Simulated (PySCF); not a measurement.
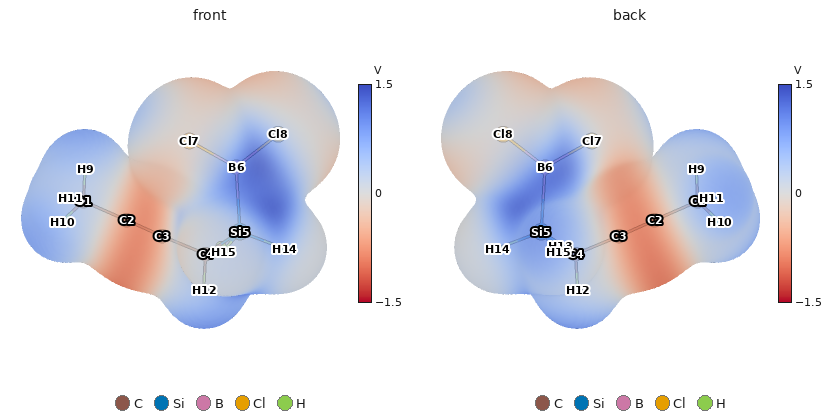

C₄H₇BCl₂Si. The molecular electrostatic potential painted on the density surface at 0.002 e/bohr³, seen from the front and from behind; red is negative and blue positive.

Geometry: GFN2-xTB.

Level of theory: PySCF 2.14.0, PBE0/pcSseg-1, SCF density, gas phase, non-relativistic.

Input

```
{"job": {"kind": "nmr", "xc": "PBE0", "basis": "pcSseg-1"}, "charge": 0, "multiplicity": 1}
C     -2.554242     1.066230     1.180158
C     -1.580171     0.578876     0.226135
C     -0.779758     0.178292    -0.571847
C      0.216465    -0.312323    -1.496321
Si     1.615201    -1.253248    -0.567542
B      2.290076    -0.114523     0.919951
Cl     1.353860     0.136687     2.340965
Cl     3.805211     0.703853     0.844236
H     -2.068961     1.262214     2.136604
H     -3.337457     0.322616     1.327433
H     -3.008484     1.989401     0.819813
H     -0.258331    -0.976003    -2.220770
H      0.635396     0.530300    -2.052107
H      2.631220    -1.583380    -1.577908
H      1.035559    -2.521001    -0.100505
```

Command:

```sh
OMP_NUM_THREADS=1 python probes_run.py task.json out
```

Which sites attract a positive test charge, and which a negative one?

A positive charge is drawn to the negative regions and a negative charge to the positive ones. The most negative region (about −0.9 V, or −21 kcal/mol for a unit charge) lies over C2 and C3, the most positive (about +1.3 V, or +30 kcal/mol for a unit charge) over Si5 and B6. Cl7 shows a σ-hole: about +0.4 V, or +9 kcal/mol for a unit charge at the tip opposite its bond, against about −0.3 V on its flanks. Cl8 shows a σ-hole: about +0.4 V, or +9 kcal/mol for a unit charge at the tip opposite its bond, against about −0.1 V on its flanks.
